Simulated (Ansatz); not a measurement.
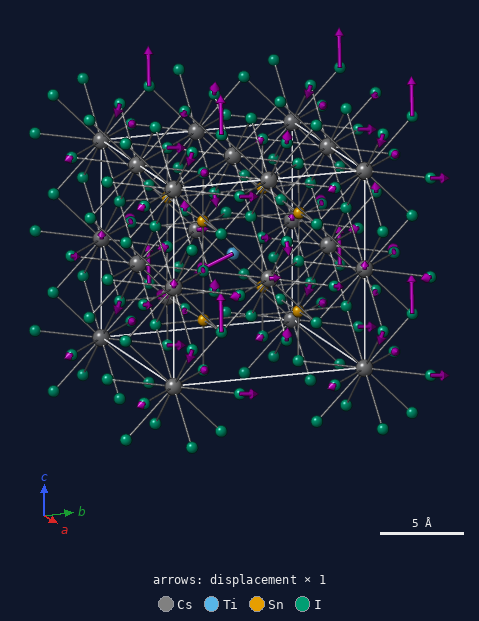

A relaxation of a defect cell of composition Cs$_{8}$TiSn$_{7}$I$_{24}$. The starting structure is drawn; purple arrows show the displacements, at their true length.

A ball-and-stick model of the cell of the calculation (origin shifted), seen slightly off an axis.

Method: DFT, PBEsol, PAW, plane waves in Ansatz.

Input
```yaml
crystal:
  lattice:
    - [12.314462, 0.000000, 0.000000]
    - [0.000000, 12.314462, 0.000000]
    - [0.000000, 0.000000, 12.314462]
  atoms:
    - { symbol: Cs, position: [0.000777, 0.999929, 0.999642] }
    - { symbol: Cs, position: [0.001001, 0.001208, 0.502585] }
    - { symbol: Cs, position: [0.002292, 0.498498, 0.999290] }
    - { symbol: Cs, position: [0.998101, 0.502035, 0.499698] }
    - { symbol: Cs, position: [0.499871, 0.999058, 0.998709] }
    - { symbol: Cs, position: [0.502947, 0.000848, 0.499170] }
    - { symbol: Cs, position: [0.499293, 0.500745, 0.998752] }
    - { symbol: Cs, position: [0.251309, 0.249015, 0.248412] }
    - { symbol: Ti, position: [0.500325, 0.500632, 0.502659], spin: 2 }
    - { symbol: Sn, position: [0.249998, 0.251997, 0.749458] }
    - { symbol: Sn, position: [0.249160, 0.749830, 0.250529] }
    - { symbol: Sn, position: [0.249298, 0.751347, 0.750337] }
    - { symbol: Sn, position: [0.749449, 0.251344, 0.251474] }
    - { symbol: Sn, position: [0.749007, 0.248159, 0.752582] }
    - { symbol: Sn, position: [0.746239, 0.749636, 0.248400] }
    - { symbol: Sn, position: [0.752827, 0.751726, 0.748173] }
    - { symbol: I, position: [0.251211, 0.252227, 0.000870] }
    - { symbol: I, position: [0.253038, 0.250230, 0.500132] }
    - { symbol: I, position: [0.251929, 0.750369, 0.999249] }
    - { symbol: I, position: [0.250474, 0.747812, 0.499693] }
    - { symbol: I, position: [0.750159, 0.250902, 0.998018] }
    - { symbol: I, position: [0.749954, 0.250740, 0.499438] }
    - { symbol: I, position: [0.746691, 0.749365, 0.997000] }
    - { symbol: I, position: [0.748496, 0.750578, 0.502612] }
    - { symbol: I, position: [0.001369, 0.250453, 0.252242] }
    - { symbol: I, position: [0.000543, 0.249233, 0.749715] }
    - { symbol: I, position: [0.999145, 0.748293, 0.252749] }
    - { symbol: I, position: [0.000961, 0.750262, 0.752439] }
    - { symbol: I, position: [0.500478, 0.248133, 0.247726] }
    - { symbol: I, position: [0.501878, 0.250455, 0.745247] }
    - { symbol: I, position: [0.496917, 0.748813, 0.247902] }
    - { symbol: I, position: [0.502535, 0.751299, 0.753306] }
    - { symbol: I, position: [0.249861, 0.002960, 0.246989] }
    - { symbol: I, position: [0.249186, 0.001995, 0.751935] }
    - { symbol: I, position: [0.248818, 0.498189, 0.249470] }
    - { symbol: I, position: [0.246767, 0.499261, 0.747615] }
    - { symbol: I, position: [0.750544, 0.999412, 0.251823] }
    - { symbol: I, position: [0.749848, 0.998822, 0.750121] }
    - { symbol: I, position: [0.752641, 0.500306, 0.250580] }
    - { symbol: I, position: [0.751312, 0.498726, 0.753107] }
  symmetry: { detect: false }
kpoints:
  mp_grid: { grid: [1, 1, 1], shift: [0.25, 0.25, 0.25] }
hamiltonian:
  xc: pbesol
magnetization:
  spin_polarized: true
scf:
  occupations: { method: fermi_dirac, width: 0.01 }
relax:
  f_tol: 0.03
  max_steps: 80
  escape_saddle: false
  adjacent_minimum: "off"
output:
  forces: true
  eigenvalues: true
  populations: true
```

Launched with:
```bash
ansatz run in.yaml --threads 8 --pin off --max-ram 118750MiB --runs-dir r --events-out ev --progress --plain --backend cuda --devices 0, --max-vram 170GiB
```

Q: Describe the change and its energy.

A: The largest move is that of Ti9, 2.73 Å along [−1 −2 −1]. Largest moves by element: Ti 2.73 Å, I 2.49 Å, Cs 1.50 Å, Sn 0.38 Å. The lattice vectors keep their values. Some distances before and after: Cs1–I25 4.381 → 6.817 Å, Cs3–I25 4.363 → 6.506 Å, Cs8–I21 6.899 → 4.908 Å, Cs2–I22 4.359 → 6.198 Å. New bonds form, among them: Ti9–I18 (4.33 → 2.70 Å), Ti9–I22 (4.35 → 2.71 Å), Ti9–I29 (4.42 → 2.72 Å), Ti9–I35 (4.39 → 2.72 Å). Bonds break, among them: Cs1–I25 (4.38 → 6.82 Å), Cs2–I22 (4.36 → 6.20 Å), Cs3–I25 (4.36 → 6.51 Å), Cs3–I35 (4.33 → 5.71 Å). Among the angles between lasting bonds that change: Cs8–I25–Sn13 178.9° → 94.2°, I17–Cs8–I25 90.9° → 144.9°, I33–Cs8–I35 179.1° → 126.5°. The energy falls by 6.577 eV per cell of the calculation in 29 geometry steps. Largest force component: 1.9 eV/Å at the start, 0.023 eV/Å at the end. The forces were under the threshold at step 21, but the run went on from there. Cost: 64 s on 1 × NVIDIA GB200 with 8 threads of Arm Neoverse-V2, peak memory 2.8 GiB.
